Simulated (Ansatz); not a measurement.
**HCl (hydrogen chloride) at CCSDTQ/6-31G(d) (spherical functions)**

Aim: the vertical electron affinity of HCl (hydrogen chloride) at CCSDTQ/6-31G* (spherical functions), from 2 runs. 

Program for the calculation: Ansatz 0.2.0.

56 further runs of the same task are left out: 2 that didn't finish, 54 set aside as unsound or not needed.

### 1 Starting point

HCl: 2 atoms, total charge 0, spin state singlet. SMILES: `Cl`. The coordinates come from a PBE0-D4/def2-TZVP relaxation.

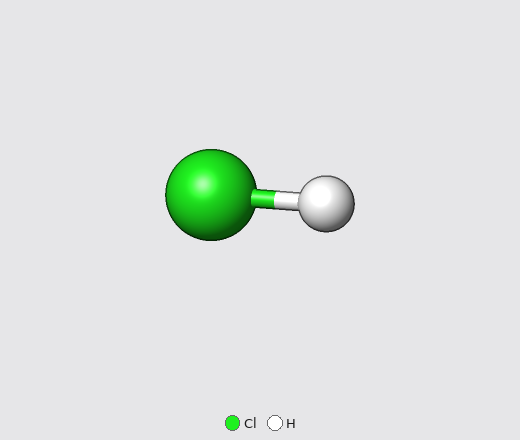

Viewed from a chosen angle; chlorine green, hydrogen white.

### 2 The energy at CCSDTQ/6-31G(d) (spherical functions)

job.yaml

```yaml
crystal:
  periodic: [false, false, false]
  atoms:
    - {symbol: Cl, position_ang: [0.546000, -0.178500, 0.280800]}
    - {symbol: H, position_ang: [-0.546000, 0.178500, -0.280800]}
basis:
  gaussian:
    orbitals: 6-31G_st_-spherical.json
total_charge: 0
correlation:
  method: ccsdtq
  frozen_orbitals: {Cl: 5, H: 0}
accuracy: high
scf:
  omitted_lower_state_checks: [cluster_reference, increment]
```

The basis set 6-31G* is read from a file made from the Basis Set Exchange's data (not shown).

On the command line:

```console
$ ansatz run job.yaml --threads 1 --pin off --max-ram 2610MiB --events-out events.jsonl --progress --plain --runs-dir runs
```

Output (excerpt; [...] marks lines left out):

```text
Warning: RAYON_NUM_THREADS=1 ignored (pool sized by the plan → 1); use --threads N
Functional definition: HF
  name "HF"
[...]
319 factors; integrals over basis functions are off by at most 3.1e-9 eV
[...]
mean field -12518.82181002 eV, -460.0582159561 hartree, gradient 2.6e-8 eV, S^2 0.000000; 0 other end points of the search recorded, 0 dependent functions left out
5 core orbitals not correlated: weight in the atoms' cores, before any rotation towards them, 1.000 or more for the frozen orbitals, at most 0.000 for the correlated occupied ones
reference -12518.82181002 eV, -460.0582159561 hartree; 4, 4 occupied and 11, 11 virtual orbitals, 319 factors
second order -3.55716233 eV of doubles, -0.00000000 eV of singles
cycle   1  -3.92326651 eV  change   -3.7e-1 eV  update   3.9e-2
[...]
cycle  16  -4.09709982 eV  change   2.5e-10 eV  update  6.2e-10
Total energy: -12522.91890984 eV, -460.2087815975 hartree
Checks for a lower state left out: cluster_reference, increment
```

Run time: 2.5 s. Hardware: 1 thread of Arm Neoverse V2, shared host; peak memory 0.14 GiB.

### 3 The doublet anion at the same level

input.yaml

```yaml
basis:
  gaussian:
    orbitals: 6-31G_st_-spherical.json
crystal:
  periodic: [false, false, false]
  atoms:
    - {symbol: Cl, position_ang: [0.546000, -0.178500, 0.280800]}
    - {symbol: H, position_ang: [-0.546000, 0.178500, -0.280800]}
accuracy: high
magnetization:
  spin_polarized: true
  initial_magnetization: 1
scf:
  omitted_lower_state_checks: [cluster_reference, increment]
total_charge: -1
correlation:
  method: ccsdtq
  frozen_orbitals: {Cl: 5, H: 0}
```

The basis set 6-31G* is read from a file made from the Basis Set Exchange's data (not shown).

On the command line:

```console
$ ansatz run input.yaml --threads 1 --pin off --max-ram 2610MiB --events-out events.jsonl --progress --plain --runs-dir runs
```

Output (excerpt; [...] marks lines left out):

```text
Warning: RAYON_NUM_THREADS=1 ignored (pool sized by the plan → 1); use --threads N
[... 2 set-up lines as earlier in the session ...]
[...]
320 factors; integrals over basis functions are off by at most 3.1e-9 eV
[...]
mean field -12514.86675434 eV, -459.9128703407 hartree, gradient 1.4e-8 eV, S^2 0.753281; 0 other end points of the search recorded, 0 dependent functions left out
5 core orbitals not correlated: weight in the atoms' cores, before any rotation towards them, 1.000 or more for the frozen orbitals, at most 0.000 for the correlated occupied ones
reference -12514.86675434 eV, -459.9128703407 hartree; 5, 4 occupied and 10, 11 virtual orbitals, 320 factors
second order -3.61455116 eV of doubles, -0.00000000 eV of singles
cycle   1  -3.93257046 eV  change   -3.2e-1 eV  update   3.5e-2
[...]
cycle  17  -4.07691233 eV  change   4.4e-10 eV  update  7.6e-10
Total energy: -12518.94366667 eV, -460.0626941053 hartree
Checks for a lower state left out: cluster_reference, increment
```

Wall time 25 s (1 thread of Arm Neoverse V2, shared host); peak memory 0.44 GiB.

### 4 Results

Level: CCSDTQ/6-31G* (spherical functions), 5 core orbitals frozen.

```
                                                  quantity          value
                                 singlet HCl: total energy  -460.20878 Eh
  singlet HCl: correlation energy (5 core orbitals frozen)     -150.6 mEh
                                singlet HCl: T1 diagnostic          0.004
                               doublet anion: total energy  -460.06269 Eh
doublet anion: correlation energy (5 core orbitals frozen)     -149.8 mEh
          doublet anion: ⟨S²⟩ of the reference determinant          0.753
                              doublet anion: T1 diagnostic          0.004
         vertical electron affinity (to the doublet anion)      -3.975 eV
```

The anion lies 3.98 eV (92 kcal/mol) above the neutral: the electron isn't bound at this level, and such a value depends on the basis. Without diffuse functions anions come out too high.
